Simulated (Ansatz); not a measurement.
# Grüneisen parameters and expansion of SrBe (hypothetical, Pm-3m)

Wanted: mode Grüneisen parameters of SrBe (hypothetical) and a free-energy fit over volumes. The crystal structure is hypothetical: it was made by swapping elements on a known structure type.

Method: DFT PBEsol, scalar-relativistic, plane waves, PAW, in Ansatz 0.2.0.

## 1. The starting structure

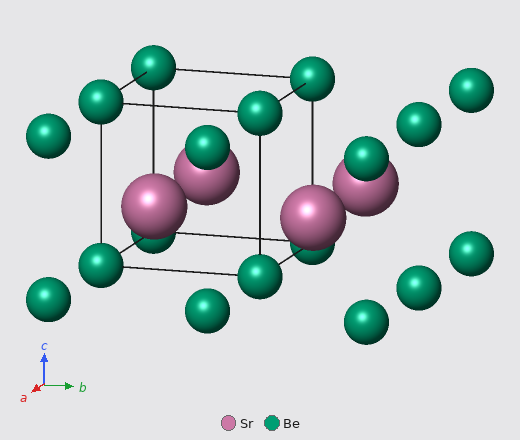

The cell as given, slightly off an axis (strontium pink, beryllium teal). 2×2×1 cells are drawn. Some periodic images of atoms are drawn too.

## 2. A first coarse run

A cheap single point shows whether the cell is a metal or an insulator and how far it is from rest; that sets the k-mesh and the occupations of what follows.

File input.yaml:

```yaml
crystal:
  lattice:
    - [3.68962, 0.0, 0.0]
    - [0.0, 3.68962, 0.0]
    - [0.0, 0.0, 3.68962]
  atoms:
    - { symbol: Sr, position: [0.5, 0.5, 0.5] }
    - { symbol: Be, position: [0.0, 0.0, 0.0] }
kpoints:
  mp_grid: { grid: [6, 6, 6] }
hamiltonian:
  xc: pbesol
scf:
  occupations: { method: gaussian, width: 0.1 }
output:
  forces: true
  stress: true
  eigenvalues: true
```

Launch:

```
$ ansatz run input.yaml --threads 4 --pin off --max-ram 8192MiB --backend cpu --events-out ev --progress --plain --runs-dir out
```

Numbers of over 12 decimals in the logs are rounded to 6 here.

The program printed:

```text
Engine: ansatz 0.2.0, aarch64-unknown-linux-gnu
Pseudopotentials: kind: paw
Pseudopotential: Sr, paw, valence charge 10, recommended cutoff 420 eV (normal), Sr.paw.azcp
Pseudopotential: Be, paw, valence charge 2, recommended cutoff 420 eV (normal), Be.paw.azcp
Functional definition: PBEsol
  exchange = pbesol_x
  correlation = pbesol_c
Crystal: 2 atoms, lattice volume = 50.228 Å³
Basis set: ecut = 420 eV, 1021 PW (Γ), exchange–correlation on 50×50×50 points (8 copies of the dense FFT grid, shifted against one another)
Bands: 10, of which v1, the nominal top of the filled ones, is band 6 counted from 1 (5 counted from 0)
Symmetry: 48 space group operations
Space group: Pm-3m (ITA 221), of the structure as read, at distance tolerance 3.7e-5 Å
k-points: 20 of 216
Non-local potential: Sr, projectors of the file, l = 0: 3, l = 1: 2, l = 2: 2
Non-local potential: Be, projectors of the file, l = 0: 2, l = 1: 2, l = 2: 1
PAW form: soft (Blöchl's): semilocal exchange-correlation on the pseudo side does not see the compensation charge
PAW frozen core: Sr, regenerated for the run's functional, and the local potential with it (the file was generated under x = pbe(κ = 0.804, μ = 0.219515), c = pbe(β = 0.066725))
PAW frozen core: Be, regenerated for the run's functional, and the local potential with it (the file was generated under x = pbe(κ = 0.804, μ = 0.219515), c = pbe(β = 0.066725))
PAW one-centre angular grid: Sr, 110 points (default); XC on 64 Gauss nodes
PAW one-centre angular grid: Be, 110 points (default); XC on 64 Gauss nodes
Initial density: superposition of atomic densities (neutral atoms: chi_scale 0, normalization atom), corrected by the library's trained network
Initial wavefunctions: pseudopotential atomic-orbital guess
Functional: x = pbesol(κ = 0.804, μ = 0.123457), c = pbesol(β = 0.046)
SCF iter   1: F=—  HF=-3581.496835 eV  |F-HF|=—  |Δ(HF+E_count)|=         —  Δρ=2.02e-3  dr2=2.53e-3  ethr=1.77e-3  ⟨swp⟩=6.5  Hψ=1584  notcnv=0
preconditioner: auto → none  [insulator: Δε(μ)=0.301 eV  Ē_g=4.634 eV  σ=0.100 eV  W_gap=0.81  n_scr=6 (ndim 8)  ℏωp=10.5 eV  f_vac=0.000  D(μ)=0.65/eV (n_scr^D=0)  ε∞_Penn≈6.1]
SCF iter   2: F=—  HF=-3581.496650 eV  |F-HF|=—  |Δ(HF+E_count)|=   1.85e-4  Δρ=9.05e-4  dr2=3.37e-4  ethr=2.11e-5  ⟨swp⟩=2.4  Hψ=452  notcnv=0
SCF iter   3: F=—  HF=-3581.496660 eV  |F-HF|=—  |Δ(HF+E_count)|=   9.55e-6  Δρ=2.20e-4  dr2=1.51e-5  ethr=2.81e-6  ⟨swp⟩=2.5  Hψ=325  notcnv=0
SCF iter   4: F=—  HF=-3581.496716 eV  |F-HF|=—  |Δ(HF+E_count)|=   5.69e-5  Δρ=7.60e-5  dr2=1.09e-6  ethr=1.25e-7  ⟨swp⟩=2.7  Hψ=304  notcnv=0
iter 5 did not close the SCF: its close was put off for the readings that it lacked (scf_convergence_deferred on its scf_iter line)
SCF iter   5: F=-3581.496717 eV  HF=-3581.496717 eV  |F-HF|=2.99e-8  |Δ(HF+E_count)|=   5.47e-7  Δρ=1.06e-5  dr2=4.30e-8  ethr=9.06e-9  ⟨swp⟩=2.4  Hψ=317  notcnv=0
SCF iter   6: F=-3581.496717 eV  HF=-3581.496717 eV  |F-HF|=1.44e-9  |Δ(HF+E_count)|=   1.70e-8  Δρ=2.64e-6  dr2=2.26e-9  ethr=3.58e-10  ⟨swp⟩=4.3  Hψ=946  notcnv=0
SCF 1 converged in 6 iterations: F = -3581.496717 eV  dr2 = 2.26e-9
  greatest PAW one-centre occupation: 0.988 electrons in one spin orbital (limit 2), on the Sr atom at site 0 (counted from 0), in its partial waves of l = 0
SCF converged after 6 iterations
Free energy (F): -3581.496717 eV
Harris-Foulkes:  -3581.496717 eV  (|F-HF|=1.44e-9)
Internal energy: -3581.493445 eV  (E = F + TS)
E sigma→0 (E₀):  -3581.495081 eV
Entropy (-TS):   -0.003272 eV (-1.636 meV/atom)
Fermi energy:    6.339271 eV
--- Per-component energies (eV) ---
  E_band       = -102.170007
  E_kinetic    = 260.469553
  E_local      = -694.954820  (includes V_loc(G=0)·N_el)
  E_nonlocal   = 209.010173
  E_hartree    = 172.586902
  E_xc         = -188.639561
  E_vxc        = -178.958511  (∫ρ·V_xc dr)
  E_paw        = -2701.705636  (= ΣΔE_a)
  E_vpaw       = -42.911146  (= ΣTr[D̂ρ^β])
  E_aug_tail   = -0.000002  (compensation charges beyond the density's cutoff)
  E_ewald      = -638.403933
  E_core_change = 0.143879  (= ΣΔE_core)
  E_smearing   = -0.003272  (= −TS)
  E_closure    = 0.000000  (closes the sum)
  Σ components = -3581.496717   (vs F -3581.496717, Δ=0.00e0)
--- Forces (eV/Å), atoms counted from 1 ---
  atom   1  Sr    -0.00000000     0.00000000     0.00000000
  atom   2  Be    -0.00000000     0.00000000    -0.00000000
  max |Σ_I F_I| component: 1.37e-30 eV/Å
--- Stress (GPa, compression-positive) ---
        0.242827       0.000000       0.000000
        0.000000       0.242827       0.000000
        0.000000       0.000000       0.242827
  P = ⅓ Tr σ = 0.2428 GPa (2.428 kbar)
--- Band table (eV; the first three rows and the last of 20) ---
  k-point 0: bands = ["-28.5325", "-10.4149", "-10.4149", "-10.4149", "1.2257", "7.7698", "7.7698", "10.0200", "10.0200", "10.0200"]
  k-point 1: bands = ["-28.5241", "-10.5422", "-10.4030", "-10.4030", "1.5950", "7.1940", "7.9624", "9.5938", "9.5938", "10.3722"]
  k-point 2: bands = ["-28.5071", "-10.7849", "-10.3790", "-10.3790", "2.5837", "5.6642", "8.4319", "8.9365", "8.9365", "12.0315"]
  k-point 19: bands = ["-28.4340", "-10.7448", "-10.7448", "-10.7448", "5.3752", "5.3752", "5.3752", "6.8103", "12.3630", "12.3630"]
```

Elapsed: 0.34 s, on 4 threads of Arm Neoverse V2, shared host; peak memory 0.27 GiB.

Numbers from this step:

```
pressure          : 0.2428 GPa
volume per atom   : 25.11 Å³
gap on the k-mesh : 0 eV
```

The start is under 0.24 GPa at this level and looks like a metal on this mesh.

## 3. Relaxation

The vibrations must be taken about the equilibrium of this functional, not about the starting cell, so the structure is relaxed.

input.yaml, the sections that differ from step 2:

```yaml
kpoints:
  mp_grid: { grid: [12, 12, 12] }
relax:
  adjacent_minimum: "off"
  f_tol: 0.005
  max_steps: 80
  cell: { stress_tol: 0.05 }
# crystal, hamiltonian, scf, output: as in step 2
```

The program printed:

```text
[...]
Crystal: 2 atoms, lattice volume = 50.228 Å³
Basis set: ecut = 420 eV, 1021 PW (Γ), exchange–correlation on 50×50×50 points (8 copies of the dense FFT grid, shifted against one another)
Bands: 10, of which v1, the nominal top of the filled ones, is band 6 counted from 1 (5 counted from 0)
Symmetry: 48 space group operations
[...]
k-points: 84 of 1728
[...]
SCF iter   1: F=—  HF=-3581.488223 eV  |F-HF|=—  |Δ(HF+E_count)|=         —  Δρ=1.79e-3  dr2=1.60e-3  ethr=1.77e-3  ⟨swp⟩=6.4  Hψ=6758  notcnv=0
[...]
SCF iter   6: F=-3581.488349 eV  HF=-3581.488349 eV  |F-HF|=6.72e-9  |Δ(HF+E_count)|=   9.70e-9  Δρ=6.46e-6  dr2=1.12e-8  ethr=8.33e-10  ⟨swp⟩=7.0  Hψ=4386  notcnv=0
SCF 1 converged in 6 iterations: F = -3581.488349 eV  dr2 = 1.12e-8
[...]
relax step   1: F+E_penalty+E_count = -3581.48834862 eV  Δ(F+E_penalty+E_count) = +0.000e0 eV  max|allowed force component| = 2.892e-30 eV/Å  Δτ_max = 0.0000 Å  P = +0.237 GPa  Ω = 50.228 Å³  (6 SCF iters, dr2 threshold 1.00e-7 eV, accepted)
Crystal: 2 atoms, lattice volume = 50.668 Å³
[...]
iter 1 solved again at ethr=1.59e-7 eV; its pass at ethr=3.10e-3 eV (dr2=1.90e-5 eV) is discarded
[...]
SCF iter   3: F=-3581.488597 eV  HF=-3581.488597 eV  |F-HF|=8.44e-8  |Δ(HF+E_count)|=   3.38e-7  Δρ=1.92e-5  dr2=1.15e-7  ethr=1.17e-9  ⟨swp⟩=6.9  Hψ=4508  notcnv=0
SCF 2 converged in 3 iterations: F = -3581.488597 eV  dr2 = 1.15e-7
relax step   2: F+E_penalty+E_count = -3581.48859721 eV  Δ(F+E_penalty+E_count) = -2.486e-4 eV  max|allowed force component| = 1.182e-30 eV/Å  Δτ_max = 0.0000 Å  P = -0.041 GPa  Ω = 50.668 Å³  energy of the carried Pulay correction = -1.903e-5 eV  (3 SCF iters, dr2 threshold 1.40e-7 eV, accepted)
[...]
SCF iter   4: F=-3581.488617 eV  HF=-3581.488617 eV  |F-HF|=9.09e-13  |Δ(HF+E_count)|=  8.28e-11  Δρ=1.88e-7  dr2=7.79e-12  ethr=1.00e-12  ⟨swp⟩=9.2  Hψ=5284  notcnv=0
SCF 3 converged in 4 iterations: F = -3581.488617 eV  dr2 = 7.79e-12
relax step   3: F+E_penalty+E_count = -3581.48861707 eV  Δ(F+E_penalty+E_count) = -1.987e-5 eV  max|allowed force component| = 1.046e-30 eV/Å  Δτ_max = 0.0000 Å  P = -0.040 GPa  Ω = 50.668 Å³  stress off target by 4.01e-2 GPa  SCF on the basis re-selected at this cell (its energy is not comparable with the rows above)  (4 SCF iters)
basis re-selected at this cell: Δ(F+E_penalty+E_count) = -1.987e-5 eV, ΔP = +0.001 GPa vs the last step (what re-selecting the basis moved, of the pressure what is left beyond the Pulay correction that the steps carried, after the strain that the cell walked since its last selection, with what the two solves' SCF thresholds leave and, on support functions, any second-order correction that the steps lacked; it is no m [...]
SCF converged after 4 iterations
Free energy (F): -3581.488617 eV
[...]
Internal energy: -3581.484413 eV  (E = F + TS)
E sigma→0 (E₀):  -3581.486515 eV
Entropy (-TS):   -0.004204 eV (-2.102 meV/atom)
Fermi energy:    6.410224 eV
[...]
--- Stress (GPa, compression-positive) ---
       -0.040057       0.000000      -0.000000
        0.000000      -0.040057       0.000000
       -0.000000       0.000000      -0.040057
  P = ⅓ Tr σ = -0.0401 GPa (-0.401 kbar)
--- Band table (eV; the first three rows and the last of 84) ---
[...]
--- Relaxed structure (2 steps of the walk, 2 accepted, 1 SCFs on fresh bases) ---
  F+E_penalty+E_count = -3581.48861707 eV   max|allowed force component| = 1.046e-30 eV/Å   (the final SCF, on the basis selected at the relaxed cell)
  cell:  # Å, volume = 50.6682 Å³
    - [3.700370, 0.0, 0]
    - [0.0, 3.700370, 0.0]
    - [0, 0.0, 3.700370]
  atoms:
    - { symbol: Sr, position: [0.5, 0.5, 0.5] }
    - { symbol: Be, position: [0, 0, 0] }
```

Wall time 2.3 s (4 threads); peak memory 0.35 GiB; 8.3 s of CPU time.

Step by step:

```csv
step,energy less that of the first step (eV),largest force component (eV/Å),pressure (GPa),volume (Å³)
1,0.0000,0.0000,0.24,50.23
2,-0.0002,0.0000,-0.04,50.67
3*,-0.0003,0.0000,-0.04,50.67
```

Relaxation steps marked * repeat the geometry before them on a plane-wave basis chosen anew for their cell, so energy and pressure can jump there.

The run keeps the 48 symmetry operations that it works with, so distortions that break them were not tested.

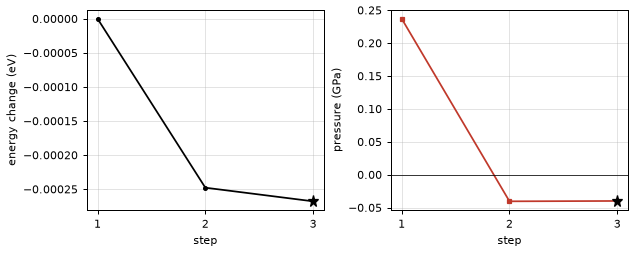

Energy and pressure along the relaxation. Stars mark steps on a basis chosen anew.

```csv
"conventional cell, symmetrised",before,after,change
a (Å),3.690,3.700,+0.3 %
b (Å),3.690,3.700,+0.3 %
c (Å),3.690,3.700,+0.3 %
volume (Å³/atom),25.11,25.33,+0.9 %
```

The relaxed structure:

```xyz
2
Lattice="3.7004 0.0000 0.0000 0.0000 3.7004 0.0000 0.0000 0.0000 3.7004" Properties=species:S:1:pos:R:3 pbc="T T T"
Sr    1.8502    1.8502    1.8502
Be    0.0000    0.0000    0.0000
```

This step gave:

| Quantity | Value |
| --- | --- |
| pressure | -0.04006 GPa |
| volume per atom | 25.33 Å³ |

The cell grew by 0.9 % in volume.

## 4. Relaxing to small residual forces and stress

The relaxation is repeated with tighter thresholds on force and stress, since phonons are sensitive to what is left; a change of mesh or smearing in the input moves the cell too.

input.yaml, the sections that differ from step 3:

```yaml
crystal:
  lattice:
    - [3.7003699115, 0.0, 0.0]
    - [0.0, 3.7003699115, 0.0]
    - [0.0, 0.0, 3.7003699115]
  atoms:
    - { symbol: Sr, position: [0.5, 0.5, 0.5] }
    - { symbol: Be, position: [0.0, 0.0, 0.0] }
scf:
  occupations: { method: methfessel_paxton, width: 0.15 }
relax:
  adjacent_minimum: "off"
  f_tol: 0.001
  max_steps: 60
  cell: { stress_tol: 0.01 }
# kpoints, hamiltonian, output: as in step 3
```

The program printed:

```text
[...]
Crystal: 2 atoms, lattice volume = 50.668 Å³
Basis set: ecut = 420 eV, 1021 PW (Γ), exchange–correlation on 50×50×50 points (8 copies of the dense FFT grid, shifted against one another)
Bands: 10, of which v1, the nominal top of the filled ones, is band 6 counted from 1 (5 counted from 0)
Symmetry: 48 space group operations
[...]
k-points: 84 of 1728
[...]
0.000000       0.000000       0.009341
  P = ⅓ Tr σ = 0.0093 GPa (0.093 kbar)
--- Band table (eV; the first three rows and the last of 84) ---
[...]
--- Relaxed structure (2 steps of the walk, 2 accepted, 1 SCFs on fresh bases) ---
[...]
cell:  # Å, volume = 50.5595 Å³
    - [3.697723, 0, 0]
    - [0, 3.697723, 0]
    - [0, 0, 3.697723]
  atoms:
    - { symbol: Sr, position: [0.500000, 0.500000, 0.500000] }
    - { symbol: Be, position: [0, 0, 0] }
[key lines of the parts left out:]
SCF converged after 6 iterations
Free energy (F): -3581.485385 eV
Fermi energy:    6.432812 eV
```

Wall time 2.4 s (4 threads); peak memory 0.35 GiB.

Little changed from the start: no atom moved by 0.005 Å and no cell edge by 0.1 %.

Numbers from this step:

```yaml
pressure: 0.009341 GPa
volume_per_atom: 25.28 Å³
```

The residual pressure is 0.0093 GPa, small enough for phonons.

(Part 1 of 4 ends here.)

[Logs are printed without paths, hosts, clocks, repeated set-up lines and the standing remarks that a program may print on its own settings, such as how far it seeks lower states.]

[Hosts, paths, dates, database ids (printed as entryN), source tags and the programs' standing remarks are cut or masked in the printed files.]

[A step with changed settings may run another functional than the one named; its input shows which.]

[Of the runs on displaced cells, only some may be shown.]
